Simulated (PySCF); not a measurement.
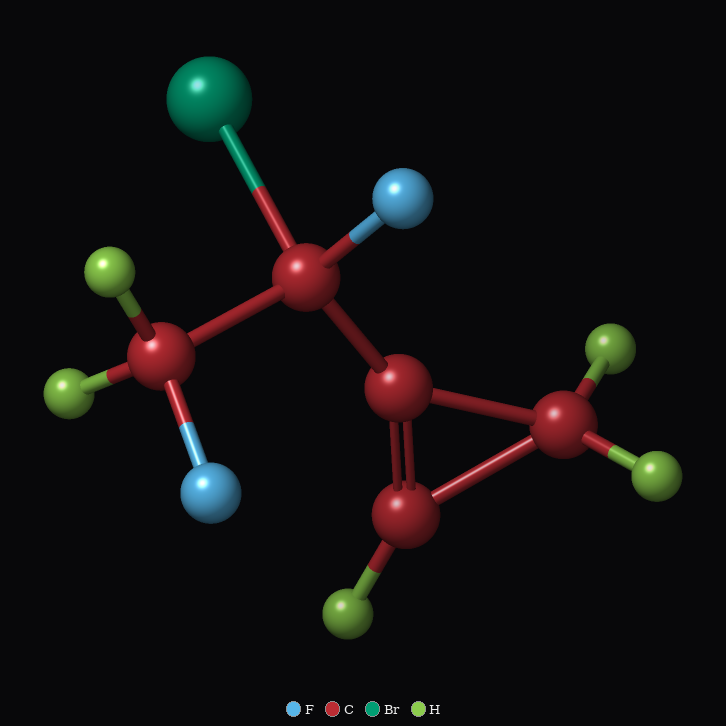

Rendered structure (ball-and-stick style). Double and triple bonds are drawn as two and three sticks.

The geometry was computed by an optimisation with GFN2-xTB. No frequency run is at hand to confirm it as a minimum.

Which formula does it have?

C5H5BrF2, 13 atoms: 5 carbon, 5 hydrogen, 1 bromine and 2 fluorine.

Write the SMILES.

FC[C@](F)(Br)C1=CC1

More results for the same structure follow; atom numbers are the same in all pictures, views and colours differ.

## Shape

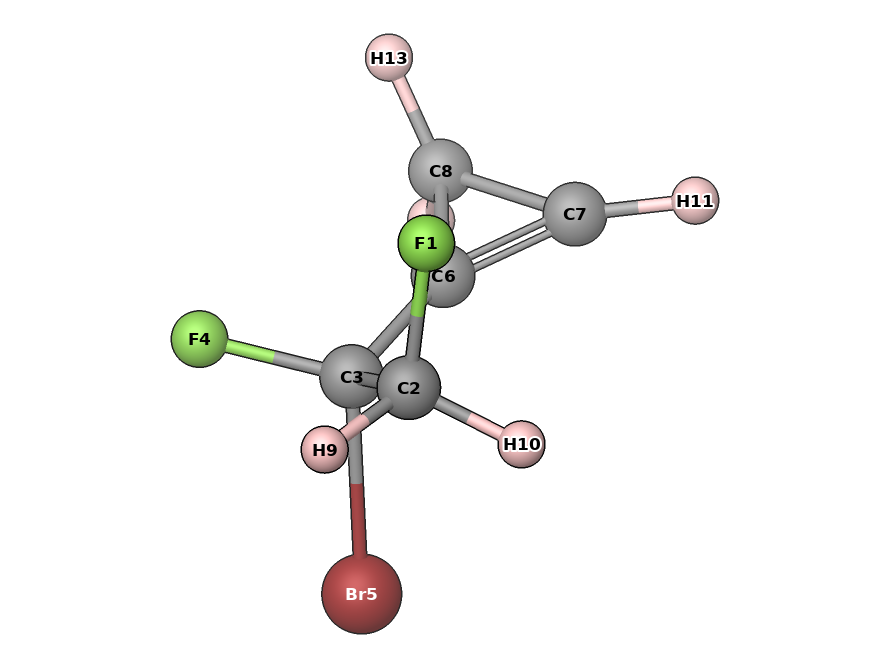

C3 lies behind C2. The molecule seen a little off the C2–C3 bond, C2 in front. Depth is shown by fading: the farther an atom, the more it takes the colour of the background. No frequency run is at hand to confirm it as a minimum.

What is the torsion angle F1–C2–C3–Br5? The sign is positive where the front bond must turn clockwise to cover the back bond.

172°, antiperiplanar (anti). The bonds about C2–C3 are staggered.

## Spin–spin coupling

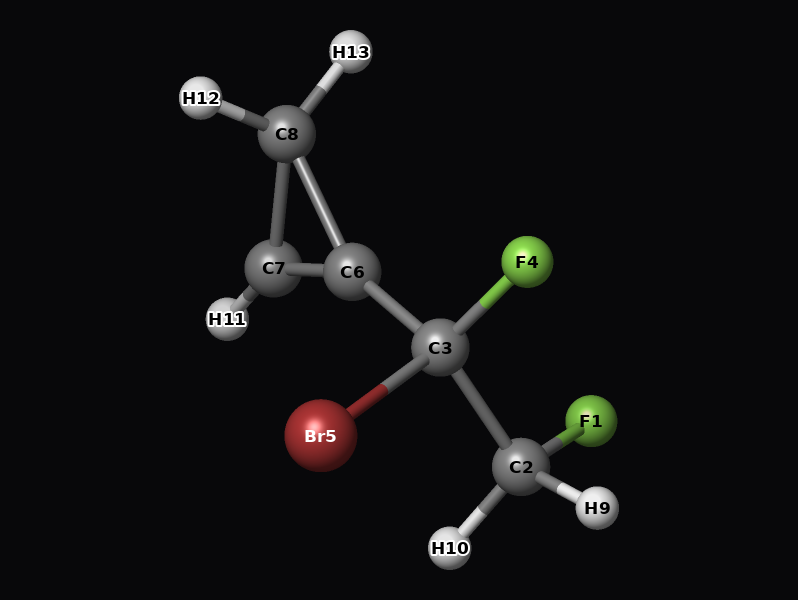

No frequency run is at hand to confirm it as a minimum. Properties computed with B3LYP/pcJ-1 (pcSseg-1 on Br) indirect spin-spin coupling, non-relativistic, gas phase (PySCF 2.14.0). Isotopes: 13C, 19F, 1H.

Give the spin–spin coupling constants of these pairs, with the number of bonds between them: F1/C2, C3/F4, F1/C6, F4/H10, F4/C8, F4/C7.

```json
{"pair": "F1, C2", "bonds apart": "1", "J (Hz)": "−245.8"}
{"pair": "C3, F4", "bonds apart": "1", "J (Hz)": "−330.2"}
{"pair": "F1, C6", "bonds apart": "3", "J (Hz)": "3.5"}
{"pair": "F4, H10", "bonds apart": "3", "J (Hz)": "32.7"}
{"pair": "F4, C8", "bonds apart": "3", "J (Hz)": "3.0"}
{"pair": "F4, C7", "bonds apart": "3", "J (Hz)": "14.3"}
```

Density functionals are unreliable for couplings to fluorine, so those rows may be far off.

## Electronic properties

No frequency run is at hand to confirm it as a minimum. Properties computed with CAM-B3LYP/def2-SVPD, gas phase (PySCF 2.14.0). Excitations: vertical, linear response.

Computed properties:

- dipole moment: 1.87 D
- HOMO energy (Kohn–Sham orbital): −8.91 eV
- LUMO energy (Kohn–Sham orbital): −0.83 eV
- HOMO–LUMO gap: 8.09 eV
- mean static polarisability: 82.3 bohr³
- lowest vertical singlet excitation: 5.02 eV
- its oscillator strength: 0.103

## Bond orders

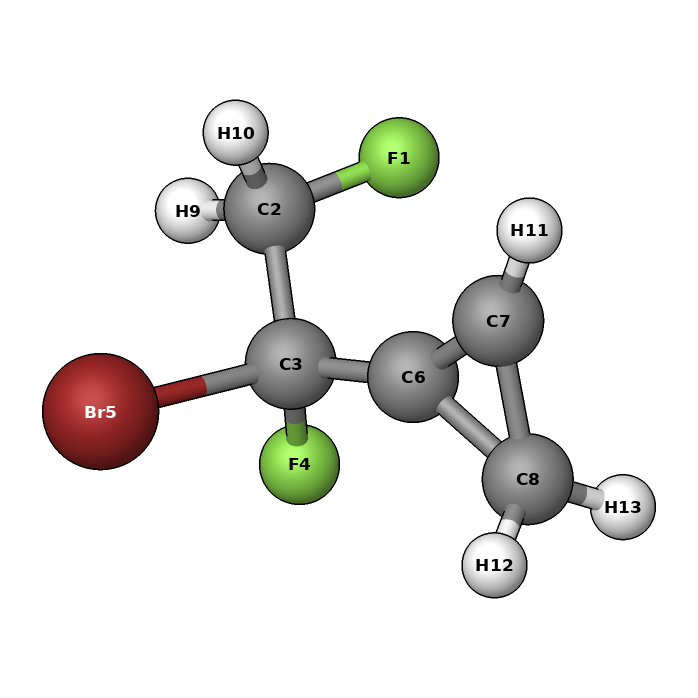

Every bond is drawn as one stick. No frequency run is at hand to confirm it as a minimum. Level of theory: PBE0/pcSseg-1 (PySCF 2.14.0).

Which bond has the highest Mayer bond order?

C6–C7, 1.65, at a length of 1.303 Å.

List the Mayer bond orders of F1–C2, C2–C3, C2–H9, C2–H10, C3–F4, C3–Br5, C3–C6, C6–C7, C6–C8, C7–C8, C7–H11, C8–H12, C8–H13.

| bond | Mayer order | length (Å) |
| --- | --- | --- |
| F1–C2 | 0.92 | 1.366 |
| C2–C3 | 0.94 | 1.527 |
| C2–H9 | 0.94 | 1.095 |
| C2–H10 | 0.95 | 1.094 |
| C3–F4 | 0.92 | 1.357 |
| C3–Br5 | 1.03 | 2.020 |
| C3–C6 | 0.86 | 1.453 |
| C6–C7 | 1.65 | 1.303 |
| C6–C8 | 0.92 | 1.502 |
| C7–C8 | 0.95 | 1.501 |
| C7–H11 | 1.04 | 1.061 |
| C8–H12 | 0.95 | 1.084 |
| C8–H13 | 0.95 | 1.083 |

## Charges

The questions are on IAO charges. No frequency run is at hand to confirm it as a minimum. Method: PBE0/pcSseg-1, gas phase (PySCF 2.14.0).

Which atom carries the highest charge (most positive or least negative)?

C3 (0.27 e).

And the lowest?

F1 (−0.31 e).

List the IAO charges.

```csv
atom,value (e)
F1,−0.31
C2,0.03
C3,0.27
F4,−0.27
Br5,−0.09
C6,−0.02
C7,−0.13
C8,−0.26
H9,0.16
H10,0.16
H11,0.18
H12,0.13
H13,0.14
```

The geometry is semi-empirical. Around Br such bond lengths and angles can be off by a tenth of an ångström or more and by several degrees, and values that hang on the shape move with them.
